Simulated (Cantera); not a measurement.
Input: 1 mol CuO, 2900 mol H2, held at 1100 Pa.

Cantera equilibrium calculation (NASA polynomials, part measured and part estimated; ideal gas, pure solids and liquids). Candidate condensed phases: Cu, CuO, Cu(OH)2, Cu2O, H2O; 12 gas species. Kinetics and transport are ignored.

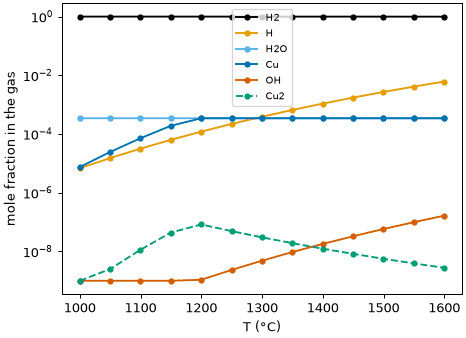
Equilibrium gas composition (values under 1e-9 drawn at 1e-9)

From 1000 °C to 1050 °C the condensed part is Cu(s). From 1100 °C to 1150 °C the condensed part is Cu(l). From 1200 °C to 1600 °C nothing is condensed. The main Cu-bearing gas is Cu throughout.
